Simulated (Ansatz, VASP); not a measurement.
# Mo: VASP beside Ansatz, part 2 of 2

Aim: how closely do two programs agree when they are given the same cell, functional and k mesh? The cell is taken from a series of VASP runs on this material, whose earlier steps may have relaxed, scaled or displaced it; both programs get it as it stands. Valence electrons are named where the data sets of a main pair hold unlike numbers.

VASP 6.6.1 and Ansatz 0.2.0.

So far. Step 3 (Ansatz: single point, r2SCAN with rVV10): The run ends at a pressure of -0.67 GPa.

### 6. VASP: band structure, r2SCAN with rVV10, spin-orbit coupling

Level of this step: r2SCAN with rVV10, spin-orbit coupling; plane waves and PAW (Mo_sv) (VASP).

The same cell, functional, mesh and smearing now go to VASP, with its own data sets.

Input file INCAR:

```
SYSTEM = Mo
PREC = Accurate
ENCUT = 400
EDIFF = 1E-06
NELM = 100
ISMEAR = 1
SIGMA = 0.2
LREAL = .FALSE.
ALGO = Normal
METAGGA = R2SCAN
LUSE_VDW = .TRUE.
IVDW_NL = 2
BPARAM = 11.95
CPARAM = 0.0093
LASPH = .TRUE.
LNONCOLLINEAR = .TRUE.
MAGMOM = 0 0 0
NBANDS = 26
GGA_COMPAT = .FALSE.
LSORBIT = .TRUE.
LMAXMIX = 4
LORBIT = 11
LWAVE = .FALSE.
LCHARG = .FALSE.
KPAR = 2
```

Input file POSCAR:

```
Mo
1.0
   -1.5724553579      1.5724553579      1.5724553579
    1.5724553579     -1.5724553579      1.5724553579
    1.5724553579      1.5724553579     -1.5724553579
Mo
1
Direct
    0.0000000000      0.0000000000      0.0000000000
```

Input file KPOINTS:

```
Automatic mesh
0
Gamma
8 8 8
0 0 0
```

Input file KPOINTS_OPT:

```
Line mode
16
Line-mode
Reciprocal
  0.00000000   0.00000000   0.00000000 GAMMA
  0.50000000  -0.50000000   0.50000000 H

  0.50000000  -0.50000000   0.50000000 H
  0.00000000   0.00000000   0.50000000 N

  0.00000000   0.00000000   0.50000000 N
  0.00000000   0.00000000   0.00000000 GAMMA

  0.00000000   0.00000000   0.00000000 GAMMA
  0.25000000   0.25000000   0.25000000 P

  0.25000000   0.25000000   0.25000000 P
  0.50000000  -0.50000000   0.50000000 H

  0.25000000   0.25000000   0.25000000 P
  0.00000000   0.00000000   0.50000000 N
```

The projector-augmented-wave data sets are Mo_sv (PBE family, release 64).

On the command line:

```bash
> mpirun -np 2 vasp_ncl
```

Numbers of over 12 decimals in the logs are rounded to 6 here.

Output:

```text
[banner, memory and clock lines left out]
running    2 mpi-ranks, on    1 nodes
[...]
[... a notice as in an earlier step ...]

 [... a notice as in an earlier step ...]

 LDA part: xc-table for (None), standard interpolation
 POSCAR, INCAR and KPOINTS ok, starting setup
[...]
entering main loop
       N       E                     dE             d eps       ncg     rms          rms(c)
Total rVV10 correction in eV:      0.2493757    14.0030733
Total rVV10 correction in eV:      0.2493757    14.0030733
DAV:   1     0.100520497672E+03    0.10052E+03   -0.71014E+03  1524   0.950E+02
DAV:   2    -0.298447914398E+02   -0.13037E+03   -0.12569E+03  1672   0.341E+02
DAV:   3    -0.322882699242E+02   -0.24435E+01   -0.24154E+01  1744   0.478E+01
DAV:   4    -0.322974328328E+02   -0.91629E-02   -0.91607E-02  1590   0.317E+00
DAV:   5    -0.322974917530E+02   -0.58920E-04   -0.58920E-04  1630   0.233E-01    0.186E+01
Total rVV10 correction in eV:      0.2306762    14.0030734
Total rVV10 correction in eV:      0.2306762    14.0030734
[...]
Total rVV10 correction in eV:      0.2216641    14.0030734
Total rVV10 correction in eV:      0.2216641    14.0030734
Total rVV10 correction in eV:      0.2216653    14.0030734
Total rVV10 correction in eV:      0.2216653    14.0030734
   1 F= -.25934550E+02 E0= -.25934513E+02  d E =-.112178E-03  mag=    -0.0000    -0.0000    -0.0000
 Start KPOINTS_OPT (optional k-point list driver)
k-point batch [1-29\96]
       N       E                     dE             ncg
DAV:   1    -0.152435528219E+04   -0.15198E+05     1516
DAV:   2    -0.528602820159E+04   -0.37617E+04     1732
DAV:   3    -0.535154584495E+04   -0.65518E+02     1640
DAV:   4    -0.535178438253E+04   -0.23854E+00     1694
DAV:   5    -0.535178622018E+04   -0.18377E-02     1620
DAV:   6    -0.535178624793E+04   -0.27748E-04     1522
DAV:   7    -0.535178624846E+04   -0.53374E-06     1276
[...]
k-point batch [88-96\96]
       N       E                     dE             ncg
DAV:   1     0.121902014883E+05   -0.52062E+04      468
DAV:   2     0.109990147769E+05   -0.11912E+04      548
DAV:   3     0.109768987133E+05   -0.22116E+02      488
DAV:   4     0.109768210370E+05   -0.77676E-01      472
DAV:   5     0.109768204562E+05   -0.58085E-03      482
DAV:   6     0.109768204480E+05   -0.81773E-05      424
DAV:   7     0.109768204479E+05   -0.14593E-06      370
```

OUTCAR, selected parts (step 6):

```text
  Total        0.1398114      0.1398114      0.1398114     -0.0000000     -0.0000000      0.0000000
  in kB       14.4031731     14.4031731     14.4031731     -0.0000000     -0.0000000      0.0000000
  external PRESSURE =      14.4031731 kB  Pullay stress =       0.0000000 kB

 POSITION                                       TOTAL-FORCE (eV/Angst)
 -----------------------------------------------------------------------------------
      0.00000      0.00000      0.00000        -0.000000      0.000000      0.000000
 -----------------------------------------------------------------------------------
    total drift:                                0.000000     -0.000000      0.000000

  FREE ENERGIE OF THE ION-ELECTRON SYSTEM (eV)
  ---------------------------------------------------
  free  energy   TOTEN  =       -25.9345503664 eV

  energy  without entropy=      -25.9344381886  energy(sigma->0) =      -25.93451297

 magnetization (x)
# of ion       s       p       d       tot
------------------------------------------
    1       -0.000   0.000   0.000   0.000

 magnetization (y)
# of ion       s       p       d       tot
------------------------------------------
    1       -0.000  -0.000   0.000  -0.000

 magnetization (z)
# of ion       s       p       d       tot
------------------------------------------
    1       -0.000  -0.000  -0.000  -0.000

[... 1 part as in an earlier step ...]

[... 2 further parts left out ...]
[key lines of the parts left out:]
E-fermi :  12.5099
```

The run ends at a pressure of 1.44 GPa.

### 7. Side by side

What differs besides the data sets and the points named for the pairs above, as far as they apply: spin-orbit coupling enters by fully relativistic files in Ansatz and inside the spheres in VASP. Total energies have different zeros and are not compared.

The two programs side by side:

```
                                        quantity  Ansatz  VASP  difference
                                  pressure (GPa)    0.80  1.44       -0.64
pressure without Ansatz's Pulay correction (GPa)    0.72  1.44       -0.72
```

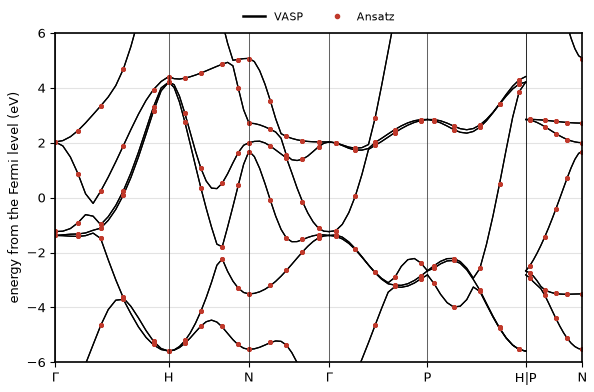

Bands from VASP (lines) and levels from Ansatz (dots). Dots without a line are higher empty bands that the VASP plot leaves out.

Levels from 3 eV below to 2 eV above the Fermi level differ by 6 meV r.m.s. and 17 meV at most; each VASP level is matched to the nearest of Ansatz, which flatters the figure a little. Ansatz's pressure holds a Pulay correction of 0.08 GPa; VASP's holds none.

### 8. Summary of results

| Property | Result |
| --- | --- |
| difference in pressure (single point, r2SCAN with rVV10) | -0.66 GPa |
| r.m.s. difference of levels near the Fermi level (band structure, r2SCAN with rVV10, spin-orbit coupling) | 6.5 meV |
| difference in pressure (band structure, r2SCAN with rVV10, spin-orbit coupling) | -0.64 GPa |

What this shows: The difference in pressure is -0.66 GPa (single point, r2SCAN with rVV10), within the 1 GPa picked in this series as the mark of a large difference. Such differences can come from data sets, numerical settings and the points named under the comparisons, not from the functional's error against experiment.

[Lines on the potential files, build, host, timing and source positions are cut from VASP's logs without a mark.]

[Logs are printed without paths, hosts, clocks, repeated set-up lines and the standing remarks that a program may print on its own settings, such as how far it seeks lower states.]

[Hosts, paths, dates, database ids (printed as entryN), source tags and the programs' standing remarks are cut or masked in the printed files.]
